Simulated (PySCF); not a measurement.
```yaml
atoms:
  - { symbol: In, position_ang: [-0.4652, 0.6595, 1.7454] }
  - { symbol: H, position_ang: [-0.8795, 1.2562, 3.2757] }
  - { symbol: O, position_ang: [0.9764, 1.4264, 0.3659] }
  - { symbol: In, position_ang: [1.8792, -0.4680, -0.0244] }
  - { symbol: H, position_ang: [3.5210, -0.8827, -0.0411] }
  - { symbol: O, position_ang: [0.3267, -1.2521, 1.2178] }
  - { symbol: In, position_ang: [-1.0409, -1.5705, -0.3933] }
  - { symbol: H, position_ang: [-1.9542, -2.9555, -0.7345] }
  - { symbol: O, position_ang: [-1.7112, 0.4135, 0.0270] }
  - { symbol: In, position_ang: [-0.3392, 1.3525, -1.3158] }
  - { symbol: H, position_ang: [-0.6396, 2.5530, -2.4726] }
  - { symbol: O, position_ang: [0.4420, -0.6152, -1.5988] }
```

Geometry: PBE0-D3(BJ)/def2-SVP; core potentials replace the inner electrons of In.

Computed with PySCF, wB97X-D/def2-SVPD, SCF density, gas phase, scalar-relativistic core potentials on the heavy atoms.

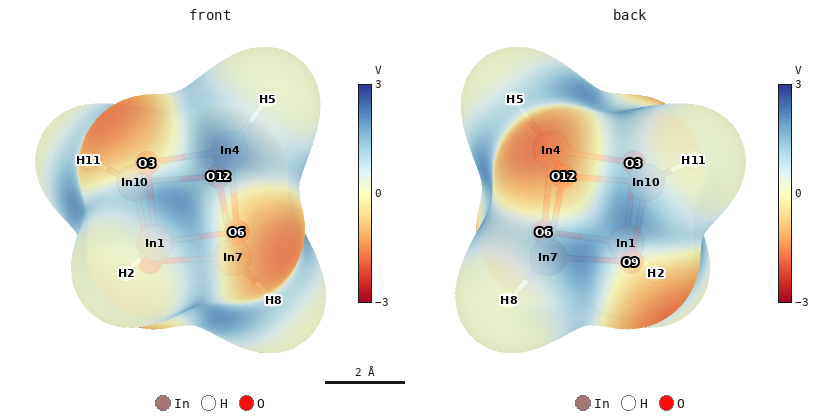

H4In4O4. The molecular electrostatic potential painted on the density surface at 0.002 e/bohr³, seen from the front and from behind; the colour scale runs from red (negative) to blue (positive).

Where is the surface potential most negative and most positive?

Answer. The most negative region (about −1.6 V) lies over O3, O6, O9 and O12, the most positive (about +2.1 V) over In1, In4, In7 and In10.

How polar is the molecule by this calculation?

Answer. Its dipole moment is 0.02 D.
